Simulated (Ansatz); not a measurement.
# BH3 (borane): FCI/6-31G(d) (spherical functions)

Aim: the energy change on altering one bond length of BH3 (borane) at FCI/6-31G* (spherical functions), from 2 runs. 

The results are computed with Ansatz 0.2.0.

54 further runs of the same task are left out: 54 set aside as unsound or not needed.

## (1) The molecule

The species is BH3 (4 atoms), meant as a singlet with charge 0. As SMILES, `B`. Geometry: relaxed at PBE0-D4/def2-TZVP.

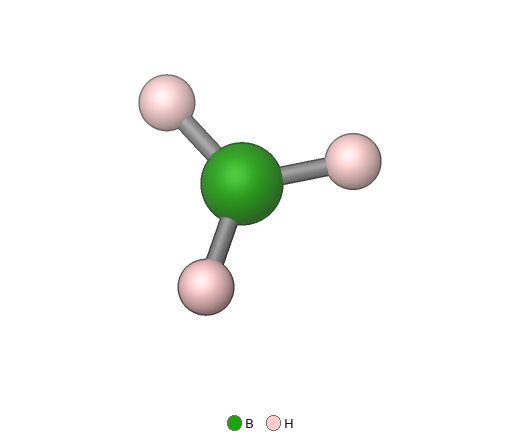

Viewed from a chosen angle; boron green, hydrogen pink.

## (2) The energy at FCI/6-31G(d) (spherical functions)

The input, run.yaml:

```yaml
crystal:
  periodic: [false, false, false]
  atoms:
    - {symbol: B, position_ang: [0.013900, -0.015100, -0.005100]}
    - {symbol: H, position_ang: [0.982200, 0.381700, 0.568800]}
    - {symbol: H, position_ang: [-0.276200, -1.171800, 0.043000]}
    - {symbol: H, position_ang: [-0.664400, 0.744900, -0.626900]}
basis:
  gaussian:
    orbitals: 6-31G_st_-spherical.json
correlation:
  method: fci
  frozen_orbitals: {B: 1, H: 0}
accuracy: high
```

The basis set 6-31G* is read from a file made from the Basis Set Exchange's data (not shown).

The run is started by

```sh
$ ansatz run run.yaml --threads 1 --pin off --max-ram 2610MiB --events-out events.jsonl --progress --plain --runs-dir runs
```

Standard output:

```text
Warning: RAYON_NUM_THREADS=1 ignored (pool sized by the plan → 1); use --threads N
Functional definition: HF
  name "HF"
  exchange = exact_x
  correlation = 0
417 factors; integrals over basis functions are off by at most 2.5e-9 eV
mean field evaluation 1: about -717.7083 eV, gradient 9.4e0 eV
mean field evaluation 2: about -717.7074 eV, gradient 9.4e0 eV
mean field evaluation 4: about -718.0892 eV, gradient 2.2e-1 eV
mean field evaluation 8: about -718.0894 eV, gradient 2.9e-4 eV
mean field -718.08936759 eV, -26.3892975205 hartree, gradient 1.2e-8 eV, S^2 0.000000; 0 other end points of the search recorded, 0 dependent functions left out
1 core orbitals not correlated: weight in the atoms' cores, before any rotation towards them, 1.000 or more for the frozen orbitals, at most 0.000 for the correlated occupied ones
reference -718.08936759 eV, -26.3892975205 hartree; 3, 3 occupied and 16, 16 virtual orbitals, 417 factors
state -720.66712219 eV, -26.4840282548 hartree
Total energy: -720.66712219 eV, -26.4840282548 hartree
```

Run time: 2.7 s. Hardware: 1 thread of Arm Neoverse V1, shared host; peak memory 0.14 GiB.

## (3) The distorted shape, same level

The input, molecule.yaml:

```yaml
crystal:
  periodic: [false, false, false]
  atoms:
    - symbol: B
      position_ang: [-0.228206, -0.114313, -0.148594]
    - symbol: H
      position_ang: [0.982200, 0.381700, 0.568800]
    - symbol: H
      position_ang: [-0.518306, -1.271013, -0.100494]
    - symbol: H
      position_ang: [-0.906506, 0.645687, -0.770394]
basis:
  gaussian:
    orbitals: 6-31G_st_-spherical.json
correlation:
  method: fci
  frozen_orbitals: {B: 1, H: 0}
accuracy: high
```

The basis set 6-31G* is read from a file made from the Basis Set Exchange's data (not shown).

The run is started by

```sh
$ ansatz run molecule.yaml --threads 1 --pin off --max-ram 2610MiB --events-out events.jsonl --progress --plain --runs-dir runs
```

Standard output:

```text
Warning: RAYON_NUM_THREADS=1 ignored (pool sized by the plan → 1); use --threads N
Functional definition: HF
  name "HF"
  exchange = exact_x
  correlation = 0
415 factors; integrals over basis functions are off by at most 2.4e-9 eV
mean field evaluation 1: about -716.8804 eV, gradient 9.6e0 eV
mean field evaluation 2: about -716.8794 eV, gradient 9.6e0 eV
mean field evaluation 4: about -717.3217 eV, gradient 3.8e-1 eV
mean field evaluation 8: about -717.3224 eV, gradient 4.4e-5 eV
mean field -717.32242614 eV, -26.3611129421 hartree, gradient 2.1e-8 eV, S^2 0.000000; 0 other end points of the search recorded, 0 dependent functions left out
1 core orbitals not correlated: weight in the atoms' cores, before any rotation towards them, 1.000 or more for the frozen orbitals, at most 0.000 for the correlated occupied ones
reference -717.32242614 eV, -26.3611129421 hartree; 3, 3 occupied and 16, 16 virtual orbitals, 415 factors
state -719.99810832 eV, -26.4594424485 hartree
Total energy: -719.99810832 eV, -26.4594424485 hartree
```

It took 2.6 s on 1 thread of Arm Neoverse V1, shared host; peak memory 0.14 GiB.

## (4) Results

At FCI/6-31G* (spherical functions), 1 core orbital frozen:

| quantity | value |
| --- | --- |
| first shape: total energy | -26.48403 Eh |
| first shape: correlation energy (1 core orbital frozen) | -94.7 mEh |
| distorted shape: total energy | -26.45944 Eh |
| distorted shape: correlation energy (1 core orbital frozen) | -98.3 mEh |
| energy change with the B1–H2 bond stretched from 1.193 to 1.492 Å | 0.669 eV |

In words: With the B1–H2 bond stretched from 1.193 to 1.492 Å the energy rises by 0.67 eV (64.6 kJ/mol). The first shape isn't relaxed at this level, so the change isn't measured from a minimum.
